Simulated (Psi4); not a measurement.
# C3HF3 (3,3,3-trifluoroprop-1-yne) at revPBE/cc-pVDZ

What is the vertical ionisation energy of C3HF3 (3,3,3-trifluoroprop-1-yne) at revPBE/cc-pVDZ? Input form: a Python script.

The calculation is run with Psi4 1.11.

4 further runs of the same task are left out: 4 that didn't finish. Runs told in other sessions of the task aren't counted.

### 1 Starting point

The species is C3HF3 (7 atoms), meant as a singlet with charge 0. As SMILES, `C#CC(F)(F)F`. The coordinates come from a PBE0-D4/def2-TZVP relaxation.

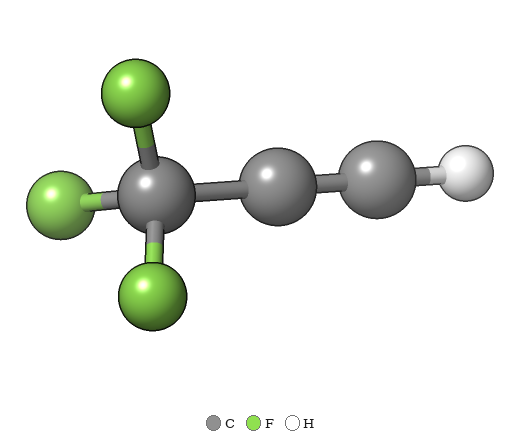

The structure, seen from a chosen angle (carbon grey, fluorine green, hydrogen white).

### 2 Energy and gradient at revPBE/cc-pVDZ

Contents of calc.py:

```python
import psi4

psi4.set_memory('2200 MB')
psi4.set_num_threads(1)
psi4.core.set_output_file('output.dat', False)

geom = psi4.geometry("""
C      1.240120    -1.224310     0.056870
C      0.389860    -0.384860     0.017830
C     -0.649470     0.641190    -0.029790
F     -1.829820     0.117340    -0.368360
F     -0.353670     1.586810    -0.924540
F     -0.794980     1.236310     1.156350
H      1.997970    -1.972480     0.091640
symmetry c1
no_reorient
no_com
""")

options = {'basis': 'cc-pVDZ', 'reference': 'rks', 'puream': True, 'e_convergence': 1e-09, 'd_convergence': 1e-08, 'scf_type': 'pk', 'dft_radial_points': 99, 'dft_spherical_points': 590}
psi4.set_options(options)

result, w = psi4.gradient("revpbe", molecule=geom, return_wfn=True)
psi4.oeprop(w, "QUADRUPOLE", "MULLIKEN_CHARGES", "WIBERG_LOWDIN_INDICES", title="REVPBE")
print('gradient / Eh bohr^-1')
print(result.np.round(6))
print(f'energy = {w.energy():.10f} Eh')
```

Command:

```console
python calc.py
```

output.dat (excerpt; [...] marks lines left out):

```text
[...]
  Running in c1 symmetry.
[...]
  Nuclear repulsion =  231.021486174478355
[...]
  Multiplicity = 1
[...]
  Nalpha       = 23
  Nbeta        = 23
[...]
    Number of basis functions: 89
[...]
   @RKS iter   1:  -414.04361838827009   -1.06686e-01   7.10812e-03 DIIS/ADIIS
[...]
   @RKS iter  11:  -414.25910222210393   -1.70530e-12   2.63784e-09 DIIS
[...]
    Orbital Energies [Eh]
    ---------------------
    Doubly Occupied:
       1A    -24.317170     2A    -24.317129     3A    -24.317129
       4A    -10.159100     5A     -9.942460     6A     -9.935871
       7A     -1.220837     8A     -1.130041     9A     -1.130040
      10A     -0.732357    11A     -0.655009    12A     -0.566250
      13A     -0.533755    14A     -0.533754    15A     -0.490916
      16A     -0.400574    17A     -0.400574    18A     -0.366063
      19A     -0.366062    20A     -0.356370    21A     -0.339716
      22A     -0.279798    23A     -0.279798
[...]
  @RKS Final Energy:  -414.25910222210393
   => Energetics <=
    Nuclear Repulsion Energy =            231.0214861744783548
    One-Electron Energy =               -1030.5483571306699559
    Two-Electron Energy =                 433.1562690056428551
    DFT Exchange-Correlation Energy =     -47.8885002715551735
    Empirical Dispersion Energy =           0.0000000000000000
    VV10 Nonlocal Energy =                  0.0000000000000000
    Total Energy =                       -414.2591022221039339
[...]
  -Total Gradient:
     Atom            X                  Y                   Z
    ------   -----------------  -----------------  -----------------
       1       -0.031268763862     0.030869403743    -0.001434401917
       2        0.030609594774    -0.030219367004     0.001405324496
       3       -0.010550530887     0.010415344868    -0.000482431016
       4        0.024252845059     0.012150676654     0.007202920108
       5       -0.007280533165    -0.019242187594     0.019068373699
       6        0.002135896874    -0.011747719163    -0.025393929968
       7       -0.007898217993     0.007798187273    -0.000362483822
[...]
 Multipole Moments:
 ------------------------------------------------------------------------------------
     Multipole            Electronic (a.u.)      Nuclear  (a.u.)        Total (a.u.)
 ------------------------------------------------------------------------------------
 L = 1.  Multiply by 2.5417464519 to convert [e a0] to [Debye]
 Dipole X            :         36.2928371          -35.7634449            0.5293922
 Dipole Y            :        -35.8298579           35.3072272           -0.5226307
 Dipole Z            :          1.6642798           -1.6399988            0.0242809
 Magnitude           :                                                    0.7443041
 L = 2.  Multiply by 1.3450342976 to convert [e a0^2] to [Debye ang]
 Quadrupole XX       :       -213.2956412          191.4445517          -21.8510895
 Quadrupole XY       :        113.1609444         -115.2682374           -2.1072930
[...]
  Mulliken Charges: (a.u.)
   Center  Symbol    Alpha    Beta     Spin     Total
       1     C     3.16598  3.16598  0.00000 -0.33196
       2     C     2.83318  2.83318  0.00000  0.33365
       3     C     2.80480  2.80480  0.00000  0.39040
       4     F     4.56172  4.56172  0.00000 -0.12345
       5     F     4.56172  4.56172  0.00000 -0.12345
       6     F     4.56172  4.56172  0.00000 -0.12345
       7     H     0.51087  0.51087  0.00000 -0.02175
   Total alpha = 23.00000, Total beta = 23.00000, Total charge =  0.00000
  Wiberg Bond Indices using Orthogonal Lowdin Orbitals:
[...]
```

Standard output:

```text
gradient / Eh bohr^-1
[[-0.031269  0.030869 -0.001434]
 [ 0.03061  -0.030219  0.001405]
 [-0.010551  0.010415 -0.000482]
 [ 0.024253  0.012151  0.007203]
 [-0.007281 -0.019242  0.019068]
 [ 0.002136 -0.011748 -0.025394]
 [-0.007898  0.007798 -0.000362]]
energy = -414.2591022221 Eh
```

It took 23 s on 1 thread of Intel Xeon Platinum 8488C (Sapphire Rapids), shared host; peak memory 1.2 GiB.

### 3 The doublet cation, same level

Contents of job.py:

```python
import psi4

psi4.set_memory(2200000000)
psi4.set_num_threads(1)
psi4.set_output_file('psi4.out', False)

molecule = psi4.geometry("""
1 2
C      1.240120    -1.224310     0.056870
C      0.389860    -0.384860     0.017830
C     -0.649470     0.641190    -0.029790
F     -1.829820     0.117340    -0.368360
F     -0.353670     1.586810    -0.924540
F     -0.794980     1.236310     1.156350
H      1.997970    -1.972480     0.091640
symmetry c1
no_reorient
no_com
""")

options = {'reference': 'uks', 'puream': True, 'e_convergence': 1e-09, 'd_convergence': 1e-08, 'scf_type': 'pk', 'dft_radial_points': 99, 'dft_spherical_points': 590, 'maxiter': 100}
psi4.set_options(options)

e_tot, wfn = psi4.gradient("revpbe/cc-pVDZ", return_wfn=True)
psi4.oeprop(wfn, "LOWDIN_CHARGES", "QUADRUPOLE", "MAYER_INDICES", title="REVPBE")
print('gradient / Eh bohr^-1')
print(e_tot.np.round(6))
print(f'energy = {wfn.energy():.10f} Eh')
for k, v in sorted(psi4.core.scalar_variables().items()):
    print(f'{k:45s} {v:18.10f}')
```

Command:

```console
python job.py
```

psi4.out (excerpt; [...] marks lines left out):

```text
[...]
  Running in c1 symmetry.
[...]
  Nuclear repulsion =  231.021486174478355
[...]
  Multiplicity = 2
[...]
  Nalpha       = 23
  Nbeta        = 22
[...]
    Number of basis functions: 89
[...]
   @UKS iter   1:  -413.53092112508892    4.06011e-01   6.85590e-03 ADIIS/DIIS
[...]
   @UKS iter  36:  -413.83781770433035   -3.74598e-11   3.75368e-09 DIIS
[...]
   @S^2 Observed:                7.516108717E-01
[...]
    Orbital Energies [Eh]
    ---------------------
    Alpha Occupied:
       1A    -24.574125     2A    -24.556399     3A    -24.556353
       4A    -10.408163     5A    -10.283964     6A    -10.278281
       7A     -1.461579     8A     -1.373821     9A     -1.364417
      10A     -1.061495    11A     -0.933262    12A     -0.815808
      13A     -0.779202    14A     -0.771983    15A     -0.765973
      16A     -0.643468    17A     -0.637191    18A     -0.623821
      19A     -0.608654    20A     -0.607921    21A     -0.593806
      22A     -0.576595    23A     -0.569827
    Alpha Virtual:
      24A     -0.341034    25A     -0.316691    26A     -0.177679
[...]
  @UKS Final Energy:  -413.83781770433035
   => Energetics <=
    Nuclear Repulsion Energy =            231.0214861744783548
    One-Electron Energy =               -1018.5559460551022539
    Two-Electron Energy =                 421.2019050804951803
    DFT Exchange-Correlation Energy =     -47.5052629042016079
    Empirical Dispersion Energy =           0.0000000000000000
    VV10 Nonlocal Energy =                  0.0000000000000000
    Total Energy =                       -413.8378177043303481
  UHF NO Occupations:
  HONO-2 :   21  A 1.9998129
  HONO-1 :   22  A 1.9996509
[...]
  -Total Gradient:
     Atom            X                  Y                   Z
    ------   -----------------  -----------------  -----------------
       1       -0.078886058596     0.077932604624    -0.003488882486
       2        0.081464156970    -0.081420951599     0.001080845848
       3        0.026391286817    -0.022413067672     0.010918667636
       4        0.007364071287     0.015788588053     0.002999782594
       5       -0.013200562065    -0.004695897303     0.010726440049
       6       -0.008110017138     0.000077495905    -0.021344734393
       7       -0.015022616454     0.014755806949    -0.000888654521
[...]
```

Standard output:

```text
gradient / Eh bohr^-1
[[-7.8886e-02  7.7933e-02 -3.4890e-03]
 [ 8.1464e-02 -8.1421e-02  1.0810e-03]
 [ 2.6391e-02 -2.2413e-02  1.0919e-02]
 [ 7.3640e-03  1.5789e-02  3.0000e-03]
 [-1.3201e-02 -4.6960e-03  1.0726e-02]
 [-8.1100e-03  7.7000e-05 -2.1345e-02]
 [-1.5023e-02  1.4756e-02 -8.8900e-04]]
energy = -413.8378177043 Eh
CURRENT ENERGY                                   -413.8378177043
CURRENT REFERENCE ENERGY                         -413.8378177043
DD SOLVATION ENERGY                                 0.0000000000
DFT FUNCTIONAL TOTAL ENERGY                      -413.8378177043
DFT TOTAL ENERGY                                 -413.8378177043
DFT VV10 ENERGY                                     0.0000000000
DFT XC ENERGY                                     -47.5052629042
GRID ELECTRONS ALPHA                               22.9999999351
GRID ELECTRONS BETA                                21.9999999342
GRID ELECTRONS TOTAL                               44.9999998693
NUCLEAR REPULSION ENERGY                          231.0214861745
ONE-ELECTRON ENERGY                             -1018.5559460551
PCM POLARIZATION ENERGY                             0.0000000000
PE ENERGY                                           0.0000000000
SCF ITERATION ENERGY                             -413.8378177043
SCF ITERATIONS                                     36.0000000000
SCF TOTAL ENERGY                                 -413.8378177043
TWO-ELECTRON ENERGY                               421.2019050805
XC GRID RADIAL POINTS                              99.0000000000
XC GRID SPHERICAL POINTS                          590.0000000000
XC GRID TOTAL POINTS                           388270.0000000000
```

It took 57 s on 1 thread of Intel Xeon Platinum 8488C (Sapphire Rapids), shared host; peak memory 1.2 GiB.

### 4 Summary of results

At revPBE/cc-pVDZ:

| quantity | value |
| --- | --- |
| singlet C3HF3: total energy | -414.25910 Eh |
| singlet C3HF3: dipole moment | 1.89 D |
| singlet C3HF3: HOMO energy | -7.61 eV |
| singlet C3HF3: LUMO energy | -0.82 eV |
| singlet C3HF3: HOMO–LUMO gap | 6.79 eV |
| singlet C3HF3: largest force on an atom | 2.261 eV/Å |
| doublet cation: total energy | -413.83782 Eh |
| doublet cation: HOMO energy (highest over α and β) | -15.41 eV |
| doublet cation: LUMO energy (lowest over α and β) | -15.14 eV |
| doublet cation: ⟨S²⟩ | 0.752 |
| doublet cation: largest force on an atom | 5.923 eV/Å |
| vertical ionisation energy (to the doublet cation) | 11.464 eV |

What this shows: The vertical ionisation energy comes to 11.46 eV (264 kcal/mol). The largest force (singlet C3HF3) is 2.26 eV/Å: the shape isn't a stationary point for this species at this level. −ε(HOMO) before ionisation, 7.61 eV, is 3.85 eV below this ionisation energy. With no_com the log's rotational constants are taken about the origin, not the centre of mass, so they aren't the molecule's.
